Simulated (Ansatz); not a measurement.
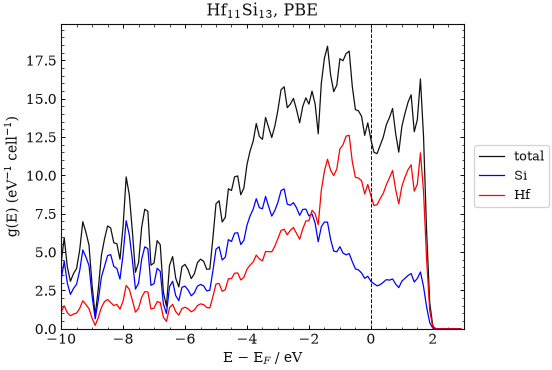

Density of states. Energies are counted from the Fermi level. The partial curves are projected on Löwdin-orthogonalised atomic shells.

Structure: Hf11Si13 (amorphous cell), 24 atoms in the cell; a = 7.15 Å, b = 7.70 Å, c = 8.34 Å, α = 83.37°, β = 82.04°, γ = 96.36°.

Level of theory: DFT PBE, scalar-relativistic, plane waves, PAW, no spin polarisation, 3×3×4 k mesh, 420 eV cutoff, Gaussian smearing of 0.1 eV; code Ansatz 0.2.0.

What is the density of states at the Fermi level?

It is a metal. The density of states at the Fermi level is about 12 per eV and cell (mean within 0.25 eV), or 0.51 per atom.

What carries the states at the Fermi level?

By projected weight, the states within 0.3 eV of the Fermi level are Hf (75 %) and Si (25 %).

The k mesh is coarse for this system. Spin-orbit coupling is left out, which matters for Hf.
